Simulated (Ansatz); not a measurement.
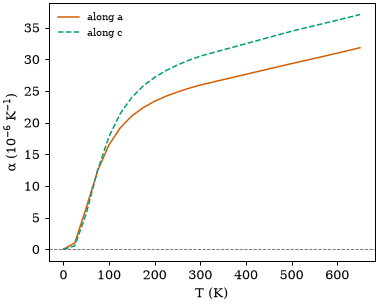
Figure. Linear thermal expansion of hcp (Mg type) Mg from quasi-harmonic approximation, PBE density-functional theory in Ansatz (plane waves, PAW)

Question: Read off α in the basal plane at 500 K, and say whether it is negative anywhere.

Answer: About 29 × 10⁻⁶ K⁻¹. It is not negative in the range shown.

Ansatz is a quantum-chemistry and plane-wave program.
